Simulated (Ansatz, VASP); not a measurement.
**Ge (Germanium) in two plane-wave programs**

Aim: how closely do two programs agree when they are given the same cell, functional and k mesh? Valence electrons are named where the data sets of a main pair hold unlike numbers.

Program: Ansatz 0.2.0. Level of theory: plane waves, with VASP 6.6.1 beside it; band structure at r2SCAN and single point at r2SCAN. Results are calculated unless marked as measured.

**1. Set-up**

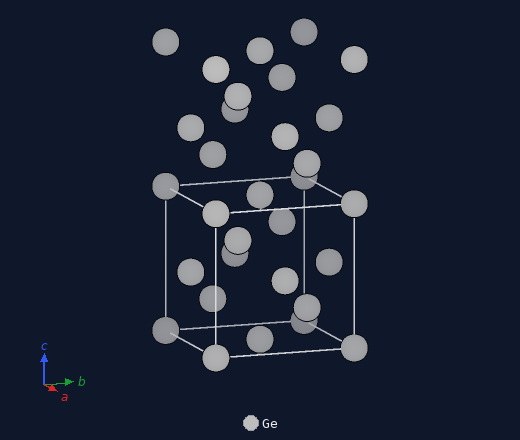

The starting structure, seen slightly off an axis (germanium light grey). 1×1×2 cells are drawn. This picture shows the conventional cell, with its axes. Some periodic images of atoms are drawn too.

**2. VASP: band structure, r2SCAN**

Levels along a path test the potential and the projectors away from the mesh points.

Lines of VASP's logs that name or quote its potential files are left out, and so is its time.

The input, INCAR:

```
SYSTEM = Ge
PREC = Accurate
ENCUT = 400
EDIFF = 1E-08
NELM = 100
ISMEAR = 0
SIGMA = 0.01
LREAL = .FALSE.
ALGO = Normal
METAGGA = R2SCAN
LASPH = .TRUE.
NBANDS = 20
LORBIT = 11
LWAVE = .TRUE.
LCHARG = .FALSE.
KPAR = 8
```

The input, POSCAR:

```
Ge
1.0
    0.0000000000      2.8289100000      2.8289100000
    2.8289100000      0.0000000000      2.8289100000
    2.8289100000      2.8289100000      0.0000000000
Ge
2
Direct
    0.7500000000      0.7500000000      0.7500000000
    0.5000000000      0.5000000000      0.5000000000
```

The input, KPOINTS:

```
Automatic mesh
0
Gamma
6 6 6
0 0 0
```

The input, KPOINTS_OPT:

```
Line mode
12
Line-mode
Reciprocal
  0.00000000   0.00000000   0.00000000 GAMMA
  0.50000000   0.00000000   0.50000000 X

  0.50000000   0.00000000   0.50000000 X
  0.50000000   0.25000000   0.75000000 W

  0.50000000   0.25000000   0.75000000 W
  0.37500000   0.37500000   0.75000000 K

  0.37500000   0.37500000   0.75000000 K
  0.00000000   0.00000000   0.00000000 GAMMA

  0.00000000   0.00000000   0.00000000 GAMMA
  0.50000000   0.50000000   0.50000000 L

  0.50000000   0.50000000   0.50000000 L
  0.62500000   0.25000000   0.62500000 U

  0.62500000   0.25000000   0.62500000 U
  0.50000000   0.25000000   0.75000000 W

  0.50000000   0.25000000   0.75000000 W
  0.50000000   0.50000000   0.50000000 L

  0.50000000   0.50000000   0.50000000 L
  0.37500000   0.37500000   0.75000000 K

  0.62500000   0.25000000   0.62500000 U
  0.50000000   0.00000000   0.50000000 X
```

The projector-augmented-wave data sets are Ge_d_GW (PBE family, release 64).

The run is started by

```bash
> mpirun -np 8 vasp_std
```

Numbers of over 12 decimals in the logs are rounded to 6 here.

What it wrote:

```text
[banner, memory and clock lines left out]
running    8 mpi-ranks, on    1 nodes
 distrk:  each k-point on    1 cores,    8 groups
 distr:  one band on    1 cores,    1 groups

 POSCAR found type information on POSCAR Ge
 POSCAR found :  1 types and       2 ions
|                                                                             |
|           W    W    AA    RRRRR   N    N  II  N    N   GGGG   !!!           |
|           W    W   A  A   R    R  NN   N  II  NN   N  G    G  !!!           |
|           W    W  A    A  R    R  N N  N  II  N N  N  G       !!!           |
|           W WW W  AAAAAA  RRRRR   N  N N  II  N  N N  G  GGG   !            |
|           WW  WW  A    A  R   R   N   NN  II  N   NN  G    G                |
|           W    W  A    A  R    R  N    N  II  N    N   GGGG   !!!           |
|                                                                             |
|     For optimal performance we recommend to set                             |
|       NCORE = 2 up to number-of-cores-per-socket                            |
|     NCORE specifies how many cores store one orbital (NPAR=cpu/NCORE).      |
|     This setting can greatly improve the performance of VASP for DFT.       |
|     The default, NCORE=1 might be grossly inefficient on modern             |
|     multi-core architectures or massively parallel machines. Do your        |
|     Unfortunately you need to use the default for GW and RPA                |
|     calculations (for HF NCORE is supported but not extensively tested      |
|     yet).                                                                   |
|                                                                             |

|                                                                             |
|               ----> ADVICE to this user running VASP <----                  |
|                                                                             |
|     You enforced a specific xc type in the INCAR file but a different       |
|     [... a line on the potential file left out ...]
|     I HOPE YOU KNOW WHAT YOU ARE DOING!                                     |
|                                                                             |

 LDA part: xc-table for (None), standard interpolation
 POSCAR, INCAR and KPOINTS ok, starting setup
 FFT: planning ... GRIDC
 FFT: planning ... GRID_SOFT
 FFT: planning ... GRID
 WAVECAR not read
 entering main loop
       N       E                     dE             d eps       ncg     rms          rms(c)
DAV:   1     0.210319708450E+03    0.21032E+03   -0.14245E+04   664   0.287E+03
DAV:   2     0.721188429246E+01   -0.20311E+03   -0.19909E+03   660   0.569E+02
DAV:   3    -0.285365965440E+02   -0.35748E+02   -0.35536E+02   736   0.175E+02
DAV:   4    -0.306502119283E+02   -0.21136E+01   -0.21129E+01   740   0.574E+01
DAV:   5    -0.307708354344E+02   -0.12062E+00   -0.12062E+00   860   0.137E+01    0.345E+00
DAV:   6    -0.277237589610E+02    0.30471E+01   -0.47177E-01   780   0.132E+01    0.199E+00
DAV:   7    -0.277139467101E+02    0.98123E-02   -0.16952E-01   856   0.744E+00    0.417E-01
DAV:   8    -0.277113333526E+02    0.26134E-02   -0.10354E-02   852   0.197E+00    0.141E-01
DAV:   9    -0.277113335638E+02   -0.21121E-06   -0.23963E-02   800   0.343E+00    0.999E-02
DAV:  10    -0.277104658323E+02    0.86773E-03   -0.29526E-03   860   0.118E+00    0.354E-02
DAV:  11    -0.277103998762E+02    0.65956E-04   -0.16684E-04   936   0.237E-01    0.210E-02
DAV:  12    -0.277103886438E+02    0.11232E-04   -0.78856E-06   944   0.475E-02    0.155E-02
DAV:  13    -0.277103663870E+02    0.22257E-04   -0.89946E-05   756   0.211E-01    0.209E-03
DAV:  14    -0.277103658445E+02    0.54251E-06   -0.18988E-06   716   0.168E-02    0.131E-03
DAV:  15    -0.277103661002E+02   -0.25573E-06   -0.46726E-08   840   0.276E-03    0.598E-04
DAV:  16    -0.277103662094E+02   -0.10918E-06   -0.11323E-07   764   0.741E-03    0.703E-04
DAV:  17    -0.277103660992E+02    0.11020E-06   -0.82112E-09   432   0.172E-03    0.116E-04
DAV:  18    -0.277103661202E+02   -0.21036E-07   -0.21011E-09   420   0.812E-04    0.537E-05
DAV:  19    -0.277103661405E+02   -0.20325E-07   -0.58787E-10   424   0.425E-04    0.296E-05
DAV:  20    -0.277103661512E+02   -0.10643E-07   -0.49739E-10   416   0.537E-04    0.103E-05
DAV:  21    -0.277103661528E+02   -0.15689E-08   -0.91411E-11   396   0.154E-04
   1 F= -.27710366E+02 E0= -.27710366E+02  d E =-.300512E-21
 Start KPOINTS_OPT (optional k-point list driver)
k-point batch [1-16\120]
       N       E                     dE             ncg
DAV:   1    -0.369957846977E+04   -0.12332E+05      644
DAV:   2    -0.697676178923E+04   -0.32772E+04      644
DAV:   3    -0.754565328056E+04   -0.56889E+03      756
DAV:   4    -0.757680033786E+04   -0.31147E+02      752
DAV:   5    -0.757843238104E+04   -0.16320E+01      828
DAV:   6    -0.757849596116E+04   -0.63580E-01      780
DAV:   7    -0.757849928612E+04   -0.33250E-02      868
DAV:   8    -0.757849943930E+04   -0.15318E-03      784
DAV:   9    -0.757849944756E+04   -0.82621E-05      744
DAV:  10    -0.757849944790E+04   -0.34272E-06      580
DAV:  11    -0.757849944793E+04   -0.25996E-07      528
DAV:  12    -0.757849944793E+04   -0.39199E-08      468
[...]
k-point batch [113-120\120]
       N       E                     dE             ncg
DAV:   1     0.537982371900E+04   -0.93471E+04      320
DAV:   2     0.376430625839E+04   -0.16155E+04      320
DAV:   3     0.349409444033E+04   -0.27021E+03      380
DAV:   4     0.347981856483E+04   -0.14276E+02      376
DAV:   5     0.347909710117E+04   -0.72146E+00      412
DAV:   6     0.347906654781E+04   -0.30553E-01      376
DAV:   7     0.347906467203E+04   -0.18758E-02      420
DAV:   8     0.347906455587E+04   -0.11616E-03      372
DAV:   9     0.347906454803E+04   -0.78334E-05      360
DAV:  10     0.347906454759E+04   -0.44476E-06      320
DAV:  11     0.347906454756E+04   -0.31152E-07      312
DAV:  12     0.347906454756E+04   -0.17708E-08      236
 writing wavefunctions
```

OUTCAR, selected parts (step 2):

```text
ion  position               nearest neighbor table
   1  0.750  0.750  0.750-   2 2.45   2 2.45   2 2.45   2 2.45
   2  0.500  0.500  0.500-   1 2.45   1 2.45   1 2.45   1 2.45

  LATTYP: Found a face centered cubic cell.
 ALAT       =     5.6578200000

 Subroutine GETGRP returns: Found 48 space group operations
 (whereof 24 operations were pure point group operations)

The static configuration has the point symmetry T_d .
 The point group associated with its full space group is O_h .

 Found     16 irreducible k-points:

   k-points           NKPTS =     16   k-points in BZ     NKDIM =     16   number of bands    NBANDS=     20

   dimension x,y,z NGX =    28 NGY =   28 NGZ =   28
   dimension x,y,z NGXF=    56 NGYF=   56 NGZF=   56

   ENCUT  =  400.0 eV  29.40 Ry    5.42 a.u.   6.52  6.52  6.52*2*pi/ulx,y,z

   NELECT =      28.0000    total number of electrons

 k-points in reciprocal lattice and weights: Automatic mesh
   0.00000000  0.00000000  0.00000000       0.005
   0.16666667  0.00000000  0.00000000       0.037
   0.33333333  0.00000000  0.00000000       0.037
   0.50000000  0.00000000  0.00000000       0.019
   0.16666667  0.16666667  0.00000000       0.028
   0.33333333  0.16666667  0.00000000       0.111
   0.50000000  0.16666667  0.00000000       0.111
  -0.33333333  0.16666667  0.00000000       0.111
  -0.16666667  0.16666667  0.00000000       0.056
[...]
-0.33333333  0.33333333  0.16666667       0.111
  -0.33333333  0.50000000  0.16666667       0.056

 average (electrostatic) potential at core
       1 -36.8949       2 -36.8949

 E-fermi :   2.8134

 k-point     1 :       0.0000    0.0000    0.0000
  band No.  band energies     occupation
    ...
     10     -22.4948      2.00000
     11     -10.5660      2.00000
     12       2.7499      2.00000
     13       2.7501      2.00000
     14       2.7501      2.00000
     15       3.1778      0.00000
     16       5.4632      0.00000
     17       5.4634      0.00000
     18       5.4634      0.00000
     19       9.8130      0.00000
    ...

 k-point     2 :       0.1667    0.0000    0.0000
  band No.  band energies     occupation
    ...
     10     -22.4827      2.00000
     11     -10.2128      2.00000
     12      -0.4524      2.00000
     13       2.1965      2.00000
     14       2.1967      2.00000
     15       3.9840      0.00000
     16       6.1978      0.00000
     17       6.1979      0.00000
     18       7.2776      0.00000
     19      11.1920      0.00000
    ...

 k-point     3 :       0.3333    0.0000    0.0000
  band No.  band energies     occupation
    ...
     10     -22.4735      2.00000
     11      -9.2328      2.00000
     12      -3.5380      2.00000
     13       1.5097      2.00000
     14       1.5099      2.00000
     15       3.4353      0.00000
     16       6.7788      0.00000
     17       6.7789      0.00000
     18      10.2894      0.00000
     19      11.2302      0.00000
    ...

  Total        0.0667577      0.0667577      0.0667577     -0.0000000     -0.0000000     -0.0000000
  in kB        2.3622427      2.3622427      2.3622427     -0.0000000     -0.0000000     -0.0000000
  external PRESSURE =       2.3622427 kB  Pullay stress =       0.0000000 kB

  energy-cutoff  :      400.00
  volume of cell :       45.28
      direct lattice vectors                 reciprocal lattice vectors
     0.000000000  2.828910000  2.828910000    -0.176746521  0.176746521  0.176746521
     2.828910000  0.000000000  2.828910000     0.176746521 -0.176746521  0.176746521
     2.828910000  2.828910000  0.000000000     0.176746521  0.176746521 -0.176746521

 POSITION                                       TOTAL-FORCE (eV/Angst)
 -----------------------------------------------------------------------------------
      4.24336      4.24336      4.24336        -0.000000      0.000000      0.000000
      2.82891      2.82891      2.82891         0.000000     -0.000000     -0.000000
 -----------------------------------------------------------------------------------
    total drift:                                0.000000      0.000000      0.000000

  FREE ENERGIE OF THE ION-ELECTRON SYSTEM (eV)
  ---------------------------------------------------
  free  energy   TOTEN  =       -27.7103661528 eV

  energy  without entropy=      -27.7103661528  energy(sigma->0) =      -27.71036615

 total charge
# of ion       s       p       d       tot
------------------------------------------
    1        1.060   1.243   9.972  12.275
    2        1.060   1.243   9.972  12.275
--------------------------------------------------
tot          2.120   2.486  19.945  24.550

[... 3 further parts left out ...]
```

The run ends at a pressure of 0.24 GPa.

**3. Ansatz: band structure, r2SCAN**

Ansatz runs on its default PAW (the set named soft_2) files.

The same cell, functional, mesh and smearing now go to Ansatz, which takes its cutoff from its data sets.

The input, input.yaml:

```yaml
crystal:
  lattice:
    - [0.0, 2.82891, 2.82891]
    - [2.82891, 0.0, 2.82891]
    - [2.82891, 2.82891, 0.0]
  atoms:
    - { symbol: Ge, position: [0.75, 0.75, 0.75] }
    - { symbol: Ge, position: [0.5, 0.5, 0.5] }
hamiltonian:
  xc: r2scan
  pseudopotentials: { kind: paw }
kpoints:
  mp_grid: { grid: [6, 6, 6] }
  band_path:
    path:
      - [0.0, 0.0, 0.0]
      - [0.18182, 0.0, 0.18182]
      - [0.36364, 0.0, 0.36364]
      - [0.5, 0.0, 0.5]
      - [0.5, 0.09091, 0.59091]
      - [0.5, 0.18182, 0.68182]
      - [0.5, 0.25, 0.75]
      - [0.45455, 0.29545, 0.75]
      - [0.40909, 0.34091, 0.75]
      - [0.375, 0.375, 0.75]
      - [0.20455, 0.20455, 0.40909]
      - [0.06818, 0.06818, 0.13636]
      - [0.04545, 0.04545, 0.04545]
      - [0.22727, 0.22727, 0.22727]
      - [0.40909, 0.40909, 0.40909]
      - [0.51136, 0.47727, 0.51136]
      - [0.55682, 0.38636, 0.55682]
      - [0.60227, 0.29545, 0.60227]
      - [0.61364, 0.25, 0.63636]
      - [0.56818, 0.25, 0.68182]
      - [0.51136, 0.25, 0.73864]
      - [0.5, 0.29545, 0.70455]
      - [0.5, 0.38636, 0.61364]
      - [0.5, 0.47727, 0.52273]
      - [0.47727, 0.47727, 0.54545]
      - [0.43182, 0.43182, 0.63636]
      - [0.38636, 0.38636, 0.72727]
      - [0.60227, 0.20455, 0.60227]
      - [0.55682, 0.11364, 0.55682]
      - [0.5, 0.0, 0.5]
    npoints: 1
scf:
  occupations: { method: gaussian, width: 0.01 }
  n_extra_bands: 7
output:
  forces: true
  stress: true
  eigenvalues: true
```

The run is started by

```bash
> ansatz run input.yaml --threads 2 --pin off --max-ram 4608MiB --backend cpu --events-out ev --progress --plain --runs-dir out
```

What it wrote:

```text
scf.n_extra_bands = 7 over 14 filled bands (N_el = 28.0): the run solves 21 bands
Engine: ansatz 0.2.0, x86_64-unknown-linux-gnu
Pseudopotentials: kind: paw
Pseudopotential: Ge, paw, valence charge 14, recommended cutoff 500 eV (meta_gga), Ge.paw.azcp
Functional definition: r2SCAN
  parameter k0 = 0.174
  parameter k1 = 0.065
  parameter a1 = 4.9479
  exchange = r2scan_x(k0 = k0, k1 = k1, a1 = a1)
  correlation = r2scan_c
Crystal: 2 atoms, lattice volume = 45.278 Å³
Basis set: ecut = 500 eV, 1139 PW (Γ), exchange–correlation on 120×120×120 points (64 copies of the dense FFT grid, shifted against one another)
Bands: 21, of which v1, the nominal top of the filled ones, is band 14 counted from 1 (13 counted from 0)
Symmetry: 48 space group operations
Space group: Fd-3m (ITA 227), of the structure as read, at distance tolerance 3.6e-5 Å
k-points: 16 of 216
Non-local potential: Ge, projectors of the file, l = 0: 2, l = 1: 2, l = 2: 3, l = 3: 1
PAW form: soft (Blöchl's): semilocal exchange-correlation on the pseudo side does not see the compensation charge
PAW frozen core: Ge, regenerated for the run's functional (the file was generated under x = pbe(κ = 0.804, μ = 0.219515), c = pbe(β = 0.066725))
PAW one-centre angular grid: Ge, 590 points (default); XC on 160 Gauss nodes
Initial density: superposition of atomic densities (neutral atoms: chi_scale 0, normalization atom), corrected by the library's trained network
Initial wavefunctions: pseudopotential atomic-orbital guess
Functional: x = r2scan, c = r2scan; τ floored in thin density (d = 2e-4 eV/Å³)
SCF iter   1: F=—  HF=-8605.763524 eV  |F-HF|=—  |Δ(HF+E_count)|=         —  Δρ=6.77e-3  dr2=6.46e-3  dr2_τ=4.72e-3  ethr=1.77e-3  ⟨swp⟩=6.2  Hψ=1591  notcnv=0
preconditioner: auto → none  [insulator: Δε(μ)=0.391 eV  Ē_g=27.105 eV  σ=0.010 eV  W_gap=1.00  n_scr=14 (ndim 8)  ℏωp=29.2 eV  f_vac=0.075  D(μ)=0.00/eV (n_scr^D=0)  ε∞_Penn≈2.2]
SCF iter   2: F=—  HF=-8605.774094 eV  |F-HF|=—  |Δ(HF+E_count)|=   1.06e-2  Δρ=1.63e-3  dr2=5.44e-4  dr2_τ=2.31e-5  ethr=2.31e-5  ⟨swp⟩=2.8  Hψ=807  notcnv=0  defer=39
SCF iter   3: F=—  HF=-8605.774133 eV  |F-HF|=—  |Δ(HF+E_count)|=   3.88e-5  Δρ=1.14e-3  dr2=1.77e-4  dr2_τ=2.28e-6  ethr=1.94e-6  ⟨swp⟩=2.0  Hψ=589  notcnv=0  defer=39
SCF iter   4: F=—  HF=-8605.774200 eV  |F-HF|=—  |Δ(HF+E_count)|=   6.69e-5  Δρ=6.37e-5  dr2=1.18e-6  dr2_τ=2.34e-8  ethr=6.33e-7  ⟨swp⟩=2.9  Hψ=433  notcnv=0  defer=39
SCF iter   5: F=—  HF=-8605.774198 eV  |F-HF|=—  |Δ(HF+E_count)|=   2.21e-6  Δρ=1.61e-5  dr2=7.08e-8  dr2_τ=4.29e-10  ethr=4.22e-9  ⟨swp⟩=2.0  Hψ=457  notcnv=0  defer=39
SCF iter   6: F=-8605.774198 eV  HF=-8605.774198 eV  |F-HF|=1.26e-9  |Δ(HF+E_count)|=   8.18e-9  Δρ=3.93e-6  dr2=4.42e-9  dr2_τ=6.33e-11  ethr=2.53e-10  ⟨swp⟩=6.8  Hψ=1485  notcnv=0
SCF 1 converged in 6 iterations: F = -8605.774198 eV  dr2 = 4.42e-9
  greatest PAW one-centre occupation: 0.998 electrons in one spin orbital (limit 2), on the Ge atom at site 1 (counted from 0), in its partial waves of l = 2
NSCF: frozen V_eff on 30 k-points
SCF converged after 6 iterations
Free energy (F): -8605.774198 eV
Harris-Foulkes:  -8605.774198 eV  (|F-HF|=1.26e-9)
Internal energy: -8605.774198 eV  (E = F + TS)
E sigma→0 (E₀):  -8605.774198 eV
Fermi energy:    8.608003 eV
--- Per-component energies (eV) ---
  E_band       = -317.438736
  E_kinetic    = 222.303840
  E_local      = -4944.555041  (includes V_loc(G=0)·N_el)
  E_nonlocal   = 840.305118
  E_hartree    = 2172.350012
  E_xc         = -138.295057
  E_vxc        = -135.928412  (∫ρ·V_xc dr)
  E_paw        = -4068.576870  (= ΣΔE_a)
  E_vpaw       = -651.884355  (= ΣTr[D̂ρ^β])
  E_aug_tail   = 0.000039  (compensation charges beyond the density's cutoff)
  E_vtau       = 7.617867  (kinetic-family band-sum trace: ∫τ·v_τ [+ j·A + Jᵃ·Aᵃ] dr)
  E_ewald      = -2687.134708
  E_core_change = -2.171532  (= ΣΔE_core)
  E_smearing   = -0.000000  (= −TS)
  E_closure    = -0.000000  (closes the sum)
  Σ components = -8605.774198   (vs F -8605.774198, Δ=0.00e0)
--- Forces (eV/Å), atoms counted from 1 ---
  atom   1  Ge    -0.00000000     0.00000000     0.00000000
  atom   2  Ge    -0.00000000     0.00000000     0.00000000
  max |Σ_I F_I| component: 4.86e-17 eV/Å
--- Stress (GPa, compression-positive) ---
        0.544257      -0.000000      -0.000000
       -0.000000       0.544257       0.000000
        0.000000      -0.000000       0.544257
  P = ⅓ Tr σ = 0.5443 GPa (5.443 kbar)
--- Band table (eV; the first three rows and the last of 16) ---
  k-point 0: bands = [... 10 lower, -4.9136, 8.3851, 8.3851, 8.3851, 8.8307, 11.1096, 11.1096, 11.1096, ... 3 higher]
  k-point 1: bands = [... 10 lower, -4.5603, 5.1930, 7.8365, 7.8365, 9.6329, 11.8390, 11.8390, 12.9177, ... 3 higher]
  k-point 2: bands = [... 10 lower, -3.5807, 2.1124, 7.1549, 7.1549, 9.0785, 12.4130, 12.4130, 15.9432, ... 3 higher]
  k-point 15: bands = [... 10 lower, -0.7483, -0.7483, 4.5063, 4.5063, 11.3717, 11.3717, 15.4128, 15.4128, ... 3 higher]
```

It took 1.6 s on 2 threads of AMD EPYC 7B13 (Zen 3), shared host; peak memory 0.47 GiB.

In the SCF lines HF is the Harris–Foulkes energy and dr2 the Hartree energy of the density residual, in eV; the loop may stop once dr2 is under the threshold and the program's other checks hold. Hψ counts applications of the Hamiltonian.

[end of part 1 of 2]

[Lines on the potential files, build, host, timing and source positions are cut from VASP's logs without a mark.]

[Logs are printed without paths, hosts, clocks, repeated set-up lines and the standing remarks that a program may print on its own settings, such as how far it seeks lower states.]

[Hosts, paths, dates, database ids (printed as entryN), source tags and the programs' standing remarks are cut or masked in the printed files.]
